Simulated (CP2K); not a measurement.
# BH2ClO (SMILES OBCl) at 4 levels

We compute a comparison of 4 runs (PBE0/TZV2P-MOLOPT-PBE0-GTH, AM1, PM3, PM6) of BH2ClO. 

The calculation is run with CP2K 2026.2.

5 further runs of the same task are left out: 2 that didn't finish, 3 set aside as unsound or not needed.

### Step 1. Starting point

The species is BH2ClO (5 atoms), meant as a singlet with charge 0. As SMILES, `OBCl`. The B2–H5 distance was set to 1.783 Å, away from the relaxed value. At this shape a bond of the SMILES string is far longer than usual.

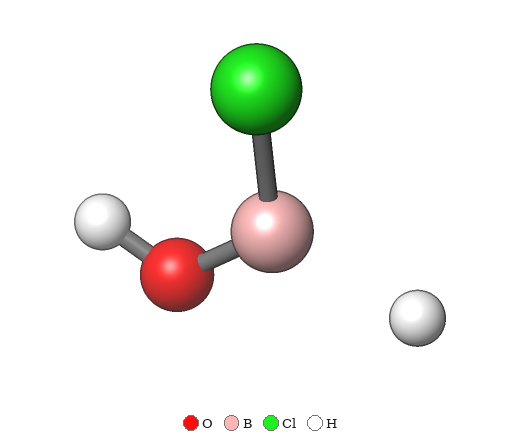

The structure, seen from a chosen angle (oxygen red, boron pink, chlorine green, hydrogen white).

### Step 2. A single-point energy at PBE0/TZV2P-MOLOPT-PBE0-GTH (core potential) (run 1)

File molecule.xyz:

```xyz
5

O     -1.285480    -0.279626    -0.248268
B     -0.043180     0.201774    -0.107468
Cl     0.366420     1.834974    -0.640668
H     -1.899880     0.340174    -0.655068
H      1.223300    -0.815100     0.628600
```

File gas.inp:

```
&FORCE_EVAL
  METHOD QUICKSTEP
  &DFT
    BASIS_SET_FILE_NAME BASIS_MOLOPT_UZH
    BASIS_SET_FILE_NAME BASIS_ADMM_UZH
    POTENTIAL_FILE_NAME POTENTIAL_UZH
    # Quickstep
    &QS
      METHOD GPW
      EPS_DEFAULT 1.0E-10
    &END
    &MGRID
      CUTOFF 400
      REL_CUTOFF 50
      NGRIDS 4
    &END
    # cluster boundary conditions
    &POISSON
      PERIODIC NONE
      POISSON_SOLVER MULTIPOLE
    &END
    # SCF settings
    &SCF
      SCF_GUESS ATOMIC
      EPS_SCF 1.0E-06
      MAX_SCF 30
      &OT
        MINIMIZER DIIS
        PRECONDITIONER FULL_ALL
      &END
      &OUTER_SCF
        EPS_SCF 1.0E-06
        MAX_SCF 8
      &END
    &END
    &XC
      &XC_FUNCTIONAL
        &PBE
          SCALE_X 0.75
          SCALE_C 1.0
        &END
      &END
      &HF
        FRACTION 0.25
        &SCREENING
          EPS_SCHWARZ 1.0E-09
        &END
        &MEMORY
          MAX_MEMORY 1050
        &END
      &END
    &END
    &AUXILIARY_DENSITY_MATRIX_METHOD
      ADMM_TYPE ADMMS
      EXCH_CORRECTION_FUNC PBEX
    &END
    # extra output
    &PRINT
      &MOMENTS
        PERIODIC F
        REFERENCE COM
        MAX_MOMENT 1
      &END
      &MO_CUBES
        NLUMO 1
        NHOMO -1
        WRITE_CUBE F
      &END
      &HIRSHFELD OFF
      &END
    &END
  &END
  # structure
  &SUBSYS
    &CELL
      ABC 10.1 9.7 8.3
      PERIODIC NONE
    &END
    &TOPOLOGY
      COORD_FILE_NAME molecule.xyz
      COORD_FILE_FORMAT XYZ
      &CENTER_COORDINATES
      &END
    &END
    &KIND O
      BASIS_SET ORB TZV2P-MOLOPT-PBE0-GTH-q6
      BASIS_SET AUX_FIT admm-tzp-q6
      POTENTIAL GTH-PBE0-q6
    &END
    &KIND B
      BASIS_SET ORB TZV2P-MOLOPT-PBE0-GTH-q3
      BASIS_SET AUX_FIT admm-tzp-q3
      POTENTIAL GTH-PBE0-q3
    &END
    &KIND Cl
      BASIS_SET ORB TZV2P-MOLOPT-PBE0-GTH-q7
      BASIS_SET AUX_FIT admm-tzp-q7
      POTENTIAL GTH-PBE0-q7
    &END
    &KIND H
      BASIS_SET ORB TZV2P-MOLOPT-PBE0-GTH-q1
      BASIS_SET AUX_FIT admm-tzp-q1
      POTENTIAL GTH-PBE0-q1
    &END
  &END
&END

&GLOBAL
  PROJECT gas
  RUN_TYPE ENERGY
  PRINT_LEVEL MEDIUM
&END
```

On the command line:

```
$ OMP_NUM_THREADS=1 cp2k.psmp -i gas.inp > gas.out 2>&1
```

The program printed:

```text
CP2K| version string:                                       CP2K version 2026.2
[...]
 GLOBAL| Method name                                                        CP2K
[...]
 GLOBAL| Run type                                                         ENERGY
[...]
 DFT| Spin restricted Kohn-Sham (RKS) calculation                            RKS
 DFT| Multiplicity                                                             1
[...]
 DFT| Charge                                                                   0
[...]
 FUNCTIONAL| PBE:
 QS| Method:                                                                 GPW
[...]
 QS| Density cutoff [a.u.]:                                                200.0
[...]
 QS| Relative density cutoff [a.u.]:                                        25.0
[...]
                             - Atoms:                                          5
[...]
                             - Spherical basis functions:                    115
[...]
 Number of electrons:                                                         18
[...]
     1 OT DIIS     0.15E+00    2.7     0.09644952       -33.6319603611 -3.36E+01
[...]
  *** SCF run converged in    19 steps ***
[...]
  Overlap energy of the core charge distribution:               0.00000061669568
  Self energy of the core charge distribution:                -83.77713604214649
  Core Hamiltonian energy:                                     22.29377159837549
  Hartree energy:                                              34.53102643852885
  Exchange-correlation energy:                                 -6.22565043858937
  Hartree-Fock Exchange energy:                                -1.85289350275871
  Total energy:                                               -35.03088132989457
[...]
 HOMO - LUMO gap [eV] :    7.765272
 ENERGY| Total FORCE_EVAL ( QS ) energy [hartree]            -35.030881329894569
[...]
```

It took 36 s on 1 thread of Arm Neoverse V2, shared host; peak memory 0.76 GiB.

### Step 3. A single-point energy at AM1 (run 2)

File job.inp:

```
&global
  project job
  run_type ENERGY
  print_level MEDIUM
&end global
&force_eval
  method QUICKSTEP
  &dft
    charge 0
    multiplicity 1
    &qs
      method AM1
      eps_default 1.0E-10
      &se
        &coulomb
          cutoff [angstrom] 50
          rc_range [angstrom] 0
        &end coulomb
        &exchange
          cutoff [angstrom] 50
          rc_range [angstrom] 0
        &end exchange
      &end se
    &end qs
    &poisson
      periodic NONE
      poisson_solver ANALYTIC
    &end poisson
    # self-consistent field
    &scf
      scf_guess ATOMIC
      eps_scf 1.0E-07
      max_scf 30
      &ot ON
        minimizer DIIS
        preconditioner FULL_ALL
      &end ot
      &outer_scf
        eps_scf 1.0E-07
        max_scf 10
      &end outer_scf
    &end scf
    # extra output
    &print
      &moments
        periodic F
        reference COM
        max_moment 1
      &end moments
      &mo_cubes
        nlumo 3
        nhomo -1
        write_cube F
      &end mo_cubes
      &hirshfeld OFF
      &end hirshfeld
    &end print
  &end dft
  # atoms, cell and kinds
  &subsys
    # vacuum box
    &cell
      abc [angstrom] 19.1 18.7 17.3
      periodic NONE
    &end cell
    &coord
      UNIT bohr
      O     -2.4292051    -0.5284166    -0.4691585
      B     -0.0815984     0.3812976    -0.2030851
      Cl     0.6924334     3.4675983    -1.2106871
      H     -3.5902529     0.6428357    -1.2378991
      H      2.3117020    -1.5403158     1.1878818
    &end coord
    &topology
      &center_coordinates
      &end center_coordinates
    &end topology
  &end subsys
&end force_eval
```

On the command line:

```
$ OMP_NUM_THREADS=1 cp2k.psmp -i job.inp -o job.out
```

The program printed:

```text
CP2K| version string:                                       CP2K version 2026.2
[...]
 GLOBAL| Method name                                                        CP2K
[...]
 GLOBAL| Run type                                                         ENERGY
[...]
                             - Atoms:                                          5
[...]
                             - Spherical basis functions:                     14
[...]
 Number of electrons:                                                         18
[...]
     1 OT DIIS     0.15E+00    0.0     0.40288391       -26.3420443551 -2.63E+01
[...]
     3 OT DIIS     0.15E+00    0.0     0.00000006       -29.0719002939 -2.96E-12
  *** SCF run converged in     3 steps ***
  Core-core repulsion energy [eV]:                            720.96648262223800
  Core Hamiltonian energy [eV]:                             -1299.01210469573562
  Two-electron integral energy [eV]:                         -426.08203252699394
  Electronic energy [eV]:                                   -1512.05312095923250
  Total energy [eV]:                                         -791.08663833699450
  Atomic reference energy [eV]:                               789.05113900126594
  Heat of formation [kcal/mol]:                               -46.93973351239419
[...]
 SE_DIPOLE| Moment [Debye]          0.59361872       0.71671610      -0.12413877
 SE_DIPOLE| Derivative [a.u.]       0.00000000       0.00000000       0.00000000
 *** WARNING in qs_scf_post_se.F:140 :: Printing of MO cube files not ***
 *** implemented for Semi-Empirical method.                           ***
 ENERGY| Total FORCE_EVAL ( QS ) energy [hartree]            -29.071900293905507
[...]
```

Wall time 0.4 s (1 thread of Arm Neoverse V2, shared host).

Run 3 isn't shown in full; the table further down has it.

### Step 4. The energy at PM6 (run 4)

File molecule.pdb:

```
HETATM    1 O    MOL A   1      -1.285  -0.280  -0.248  1.00  0.00           O
HETATM    2 B    MOL A   1      -0.043   0.202  -0.107  1.00  0.00           B
HETATM    3 Cl   MOL A   1       0.366   1.835  -0.641  1.00  0.00          CL
HETATM    4 H    MOL A   1      -1.900   0.340  -0.655  1.00  0.00           H
HETATM    5 H    MOL A   1       1.223  -0.815   0.629  1.00  0.00           H
END
```

File molecule.inp:

```
&global
 project molecule
 run_type ENERGY
 print_level MEDIUM
&end
&force_eval
 method QS
 &dft
  charge 0
  multiplicity 1
  &qs
   method PM6
   eps_default 1.0E-10
   &se
    &coulomb
     cutoff [angstrom] 50
     rc_range [angstrom] 0
    &end
    &exchange
     cutoff [angstrom] 50
     rc_range [angstrom] 0
    &end
   &end
  &end
  &poisson
   periodic NONE
   poisson_solver ANALYTIC
  &end
  &scf
   scf_guess ATOMIC
   eps_scf 1.0E-07
   max_scf 150
   added_mos 4
   &diagonalization
    algorithm STANDARD
   &end
   &mixing
    method DIRECT_P_MIXING
    alpha 0.4
   &end
  &end
  &print
   &moments
    periodic F
    reference COM
    max_moment 1
   &end
   &mo ON
    energies T
    occupation_numbers T
    ndigits 6
    &each
     qs_scf 0
    &end
    add_last NUMERIC
   &end
   &hirshfeld OFF
   &end
  &end
 &end
 &subsys
  &cell
   abc [angstrom] 11.1 10.7 9.3
   periodic NONE
  &end
  &topology
   coord_file_name molecule.pdb
   coord_file_format PDB
   conn_file_format OFF
   &center_coordinates
   &end
  &end
 &end
&end
```

On the command line:

```
$ OMP_NUM_THREADS=1 cp2k.psmp -i molecule.inp -o molecule.out
```

The program printed:

```text
CP2K| version string:                                       CP2K version 2026.2
[...]
 GLOBAL| Method name                                                        CP2K
[...]
 GLOBAL| Run type                                                         ENERGY
[...]
                             - Atoms:                                          5
[...]
                             - Spherical basis functions:                     19
[...]
 Number of electrons:                                                         18
[...]
     1 P_Mix/Diag. 0.40E+00    0.0     0.73607862       -20.2136007973 -2.02E+01
[...]
    16 DIIS/Diag.  0.50E-07    0.0     0.00000009       -23.0937629740 -3.35E-12
  *** SCF run converged in    16 steps ***
  Core-core repulsion energy [eV]:                            673.30186959612070
  Core Hamiltonian energy [eV]:                             -1023.55095754773447
  Two-electron integral energy [eV]:                         -556.32832205028933
  Electronic energy [eV]:                                   -1301.71511857287919
  Total energy [eV]:                                         -628.41324897675850
  Atomic reference energy [eV]:                               626.31026300126587
  Heat of formation [kcal/mol]:                               -48.49601251998909
[...]
 SE_DIPOLE| Moment [Debye]          0.64662921       0.71254091      -0.10964903
 SE_DIPOLE| Derivative [a.u.]       0.00000000       0.00000000       0.00000000
 ENERGY| Total FORCE_EVAL ( QS ) energy [hartree]            -23.093762973960214
[...]
```

Wall time 0.22 s (1 thread of Arm Neoverse V2, shared host).

### Step 5. All runs side by side

| run | level | core potential | scheme | energy (Eh) | dipole moment (D) | wall time |
| --- | --- | --- | --- | --- | --- | --- |
| 1 | PBE0/TZV2P-MOLOPT-PBE0-GTH (core potential) | GTH-PBE0 | GPW | -35.030881 | 1.88 | 36 s |
| 2 | AM1 | – | – | -29.071900 | 0.94 | 0.4 s |
| 3 | PM3 | – | – | -25.727403 | 1.71 | 0.58 s |
| 4 | PM6 | – | – | -23.093763 | 0.97 | 0.22 s |

### Step 6. What came out

| quantity | value |
| --- | --- |
| run 4: total energy | -23.09376 Eh |
| run 4: dipole moment | 0.97 D |
| run 4: HOMO energy | -10.03 eV |
| run 4: LUMO energy | -0.10 eV |
| run 4: HOMO–LUMO gap | 9.93 eV |
| run 4: heat of formation | -48.5 kcal/mol |

The dipole moment (its size) runs from 0.94 D (AM1) to 1.88 D (PBE0/TZV2P-MOLOPT-PBE0-GTH). The two ends differ in method and basis and Hamiltonian and core potential. Force-field and semi-empirical energies have zeros of their own, so their totals don't compare. All runs together took 37 s, the longest 36 s.
